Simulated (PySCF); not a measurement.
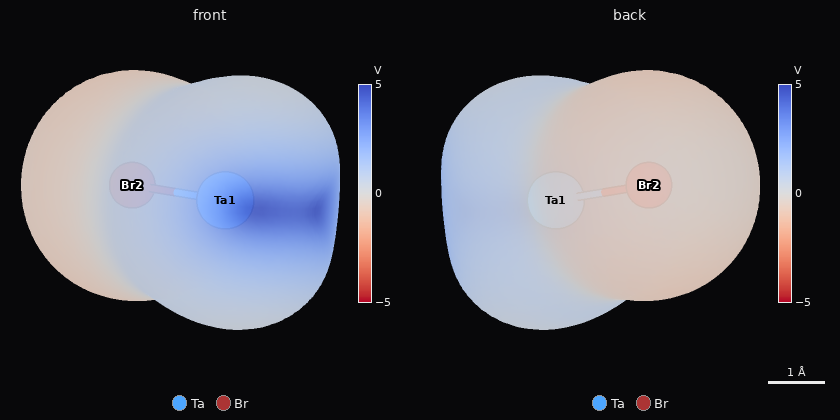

Figure. TaBr (quintet). The electrostatic potential painted on the density surface at 0.002 e/bohr³, seen from the front and from behind; the colour scale runs from red (negative) to blue (positive).

Core potentials replace the inner electrons of Ta.

Computed with PySCF 2.14.0, PBE0/def2-TZVPPD, non-relativistic Hamiltonian with scalar-relativistic core potentials where named, at a bond length of 2.455 Å.

Q: Which sites attract a positive test charge, and which a negative one?

A: A positive charge is drawn to the negative regions and a negative charge to the positive ones. The most negative region (about −0.7 V) lies over Br2, the most positive (about +4.4 V) over Ta1.
